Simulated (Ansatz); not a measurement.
# Elastic response of glassy 76SiO2-24MgO (mol %) (94 atoms): runs compared

Aim: relax glassy 76SiO2-24MgO (mol %) (94 atoms), then change its volume and shape to read moduli from the stress.

Computed with Ansatz 0.2.0: Kohn-Sham DFT, revPBE, PAW (set soft_2), plane waves.

## 1. The cell as built

The cell holds 94 atoms: 26 Si, 8 Mg and 60 O. Cell: a = 10.793 Å, b = 10.793 Å, c = 10.793 Å, α = 90.0°, β = 90.0°, γ = 90.0°. 94 atoms (26 Si, 8 Mg, 60 O) placed at random at 2.34 g/cm³, melted at 4000 K for 10 ps at fixed volume with the Morse and Coulomb pair potential with partial charges (Pedone, Malavasi, Menziani, Cormack and Segre, J. Phys. Chem. B 110, 11780 (2006)). Quenched from 4000 K to 300 K at 50 K/ps and fixed volume, held 10 ps at zero pressure.

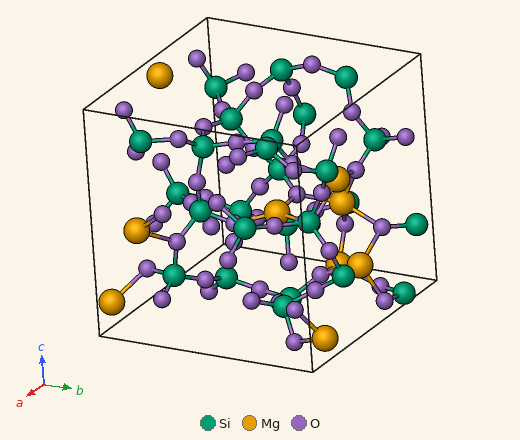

The cell as built. Bonds to atoms that aren't drawn are left out. Some periodic images of atoms are drawn too.

What the set-up can't give: The quench rate of 50 K/ps far exceeds what a furnace or splat quench reaches, so expect more defects and frozen-in strain than in a real sample. The network of bonds at the start is that of the classical potential that made the cell, and needn't be the one that DFT or experiment would give. Only the Γ point is sampled.

## 2. The reference run

The reference is a single point at the end of the relaxation.

Every strained cell starts from the geometry of this run, and its atoms are relaxed with the cell held.

Its input, with most atom lines left out:

```yaml
crystal:
  lattice:
    - [10.2749, 0.2691, 0.04278]
    - [0.2691, 11.18682, -0.3946]
    - [0.04278, -0.3946, 11.41026]
  atoms:
    - { symbol: Si, position: [0.36008, 0.30639, 0.75846] }
    - { symbol: Si, position: [0.15121, 0.4631, 0.91309] }
    - { symbol: Si, position: [0.1619, 0.10307, 0.78531] }
    - { symbol: Si, position: [0.12399, 0.99129, 0.26698] }
    - { symbol: Si, position: [0.03311, 0.46027, 0.66404] }
    - { symbol: Si, position: [0.86778, 0.1439, 0.84636] }
    - { symbol: Si, position: [0.69835, 0.96204, 0.76485] }
    [... atom lines 8 to 94 left out ...]
kpoints:
  mp_grid: { grid: [1, 1, 1] }
hamiltonian:
  xc: revpbe
scf:
  occupations: { method: fixed }
output:
  forces: true
  stress: true
  populations: intrinsic
  dos:
    method: { smearing: { sigma: 0.15 } }
    de: 0.1
    projected: { site_lists: { Mg: [Mg], O: [O], Si: [Si] } }
  eigenvalues: true
  write_density: true
  write_potential: true
  volumetric_format: npy
```

```
free energy per atom   : -704.4724 eV/atom
r.m.s. force component : 0.00391 eV/Å
pressure               : 0.003822 GPa
```

Filled and empty levels are parted by 3.68 eV (at Γ alone); a semilocal functional tends to put such gaps too low. In a disordered cell it changes from sample to sample, and tail or defect levels can set it.

## 3. The runs

Each row is one run, on 4 threads of Intel Xeon 6975P-C (Granite Rapids), shared host. The free energy is the program's total, comparable only between runs with the same functional, potentials and atoms.

```
                                 run  atoms    outcome  ionic steps, all passes  free energy (eV)   time  host memory (GiB)
           Single point at the start     94  converged                        -        -66211.071  6.1 s                1.5
              Cell and atoms relaxed     94  converged                       20        -66220.409   97 s                1.6
Single point at the relaxed geometry     94  converged                        -        -66220.409  9.2 s                1.7
                         Volume -3 %     94  converged                        6        -66220.241   38 s                1.7
                         Volume +3 %     94  converged                        7        -66220.239   42 s                1.8
                         Volume -6 %     94  converged                        8        -66219.752   48 s                1.6
                         Volume +6 %     94  converged                        7        -66219.693   50 s                1.8
                        Volume -10 %     94  converged                       10        -66218.595   64 s                1.6
            Stretched by 1 % along x     94  converged                        5        -66220.379   32 s                1.7
           Compressed by 1 % along x     94  converged                        6        -66220.376   39 s                1.6
                Sheared by 2 % in xy     94  converged                        5        -66220.350   32 s                1.7
```

In some runs the program notes that the SCF threshold is loose for the stress.

## 4. Pressure against volume

Atoms are relaxed at each volume, in the scaled cell.

```
volume change (%)  volume (Å³/atom)  energy change (meV/atom)  pressure (GPa)  largest move on relaxing (Å)  bonds  gap (eV)
              -10            12.534                     19.31            4.59                          0.77    139                4.01
               -6            13.091                      7.00            2.74                          0.39    138                3.90
               -3            13.509                      1.80            1.34                          0.22    134                3.80
               +0            13.926                      0.00            0.00                             -    134                3.68
               +3            14.344                      1.82           -1.48                          0.14    134                3.58
               +6            14.762                      7.62           -3.01                          0.22    134                3.46
```

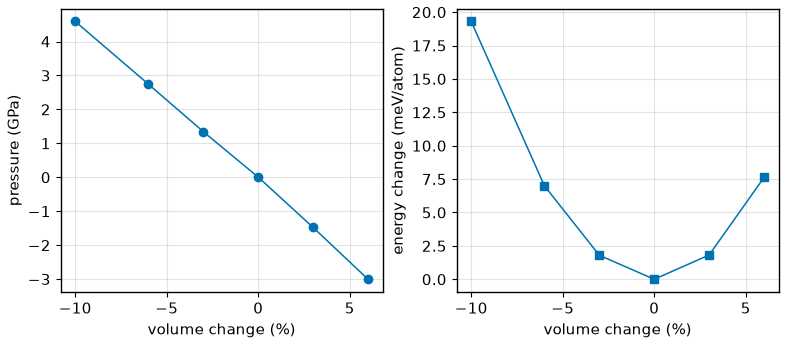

Pressure and energy against volume.

## 5. Uniaxial strain and shear

Stress (GPa, compression positive) less that of the relaxed cell, atoms relaxed:

```
                   strain      xx      yy      zz      xy  energy change (meV/atom)
 stretched by 1 % along x  -0.850  -0.310  -0.297   0.052                      0.33
compressed by 1 % along x   0.768   0.283   0.283  -0.035                      0.36
     sheared by 2 % in xy   0.037   0.040  -0.025  -0.677                      0.63
```

## 6. What came out

The bulk modulus, from the slope of pressure against ln V over the three points nearest the relaxed volume, is 47.0 GPa; between neighbouring points the slope runs 43, 45, 44, 50 and 53 GPa from the smallest volume up, without a steady fall, so no pressure derivative is given. The count of bonds runs from 134 to 139 over the series, so at some points contacts cross the cutoffs. At -10 % some atom moved by over 0.5 Å on relaxing, so that point may sit in another local minimum. The gap goes from 4.01 eV at the smallest volume to 3.46 eV at the largest, -3.4 eV per unit of ln V by a straight line, on the run's k-points. In the Cartesian axes of the cell, finite differences give C11 = 80.9, C12 = 29.6, C13 = 29.0 and C66 = 33.9 GPa (the shear of 2 % is the engineering strain, εxy = 0.01). The mean of C11, C12 and C13, which equals the bulk modulus in a cubic or isotropic solid, is 46.5 GPa: it agrees with the bulk modulus within 10 %. For an isotropic solid C66 would equal (C11 − C12)/2 = 25.6 GPa; so small a sample needn't be isotropic, and C66 rests on one shear. With the bulk modulus and C66 as K and G, Young's modulus would be about 82 GPa and Poisson's ratio 0.21.

Caveats: Strains are finite and relaxations stop at the force tolerance of the input, which can leave moduli too stiff; they are those of a static cell at zero temperature. Volumes are changed with the cell's shape held, so in an anisotropic solid the modulus lies over the one under free hydrostatic load. The program notes that the SCF threshold of the relaxations is loose for the stress.

The DFT runs together took 7.6 min of wall time.

[Logs are printed without paths, hosts, clocks, repeated set-up lines and the standing remarks that a program may print on its own settings, such as how far it seeks lower states.]

[Hosts, paths, dates, database ids (printed as entryN), source tags and the programs' standing remarks are cut or masked in the printed files.]
